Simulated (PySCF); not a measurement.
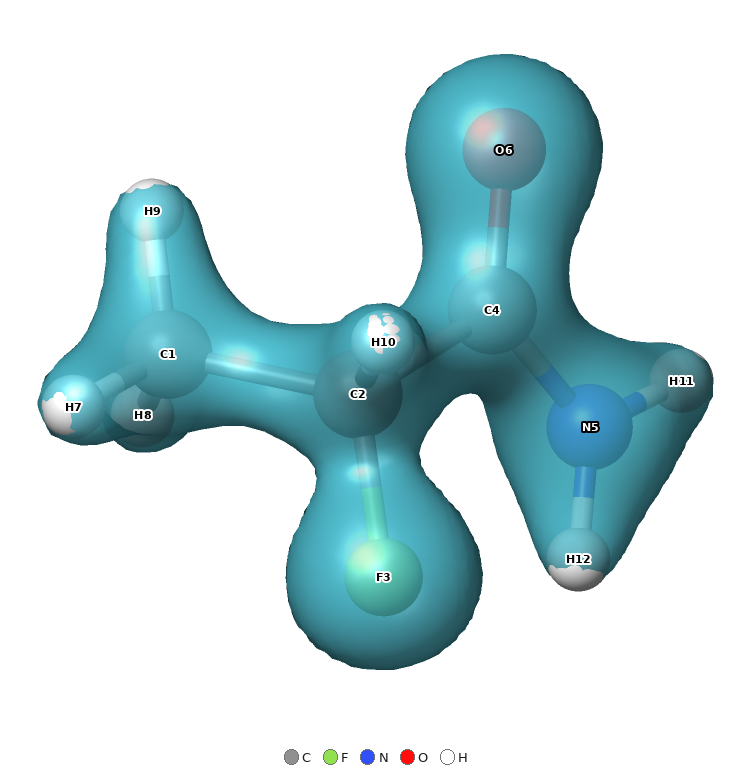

*C₃H₆FNO. Isosurface of the total electron density at 1 e/Å³ (cyan), seen at a tilt.*

Geometry: GFN2-xTB.

Theory: PySCF 2.14.0, PBE0/pcSseg-1, SCF density, gas phase, non-relativistic.

The calculation's input:

```
{"job": {"kind": "nmr", "xc": "PBE0", "basis": "pcSseg-1"}, "charge": 0, "multiplicity": 1}
C     -1.551013     0.125887    -0.027620
C     -0.346397     0.262715     0.891456
F     -0.278783    -0.829738     1.740811
C      0.942651     0.382426     0.070376
N      1.788192    -0.656150     0.190067
O      1.143826     1.340429    -0.639947
H     -2.468890     0.106129     0.554643
H     -1.476299    -0.794425    -0.602950
H     -1.568013     0.971918    -0.708054
H     -0.439826     1.146967     1.533336
H      2.659071    -0.636757    -0.313438
H      1.596679    -1.420087     0.814732
```

Launched as:

```sh
OMP_NUM_THREADS=1 python probes_run.py task.json out
```

Q: Which contacts does the surface bridge?

A: At this value the surface is in one piece. It bridges the sampled C–O (1.21 Å), C–N (1.34 Å), C–F (1.39 Å) and C–C (1.52 Å) contacts, where the density stays above the isovalue. On the grid the lowest density along these lines, outside the cores, is 2.9 e/Å³ (C–O, 1.21 Å), 2.2 e/Å³ (C–N, 1.34 Å), 1.6 e/Å³ (C–F, 1.39 Å) and 1.7 e/Å³ (C–C, 1.52 Å).
